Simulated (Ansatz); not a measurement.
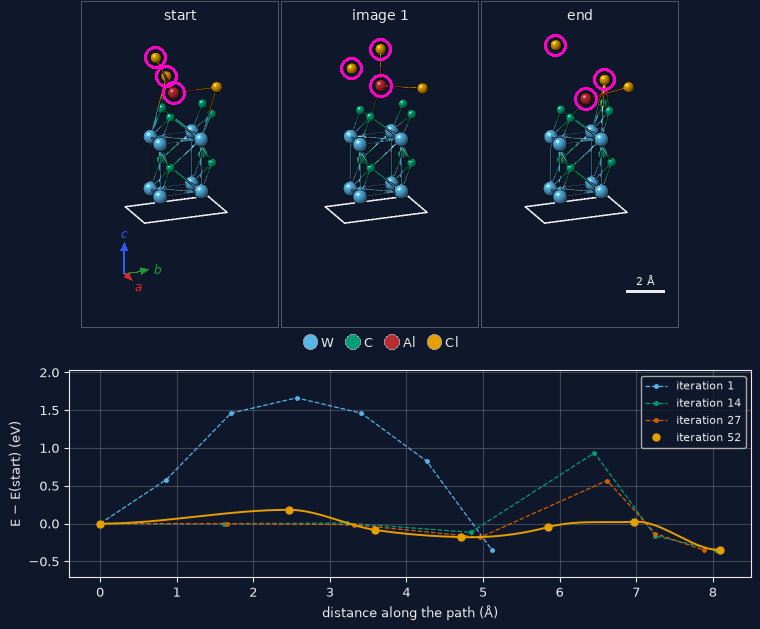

A nudged-elastic-band calculation for AlCl3 on WC(001) (20 atoms in the cell). Images are numbered from 0 (start) to 6 (end). The plot follows the band through its iterations. Style: ball-and-stick. Shown: the simulation cell, with the vacuum cut short (origin moved), slightly off an axis. The atoms that move most are ringed. Bonds to atoms that aren't drawn are left out.

The calculation used Ansatz, DFT PBE-D3(BJ), scalar-relativistic, plane waves, PAW. Run with plane-wave cutoff 420 eV; k-point mesh 4 × 4 × 1; Fermi-Dirac smearing 0.15 eV; 4 atoms held fixed; 5 movable images; climbing image; force threshold 0.03 eV/Å; iteration limit 80; spring constant 1.0 eV/Å²; starting path by image-dependent pair potential.

**How did the profile develop, and is the result final?**

The run is converged, with reservations. The band converged in 52 iterations. The climbing image converged on the top of the path. A check of its curvatures found one unstable direction (−2.5 eV/Å²), as a transition state must have. The first iteration put the highest image at 1.66 eV. The highest point, image 1, lies 0.18 eV above the start and 0.53 eV above the end; the end is at −0.35 eV relative to the start. The profile has 2 maxima (images 1, 5) with a dip at image 3 (−0.18 eV), so the process runs in steps.

Limits of the set-up: the periodic images lie only 5.8 Å apart, so the values are limited by the cell's size.

PAW datasets: the set soft_1.
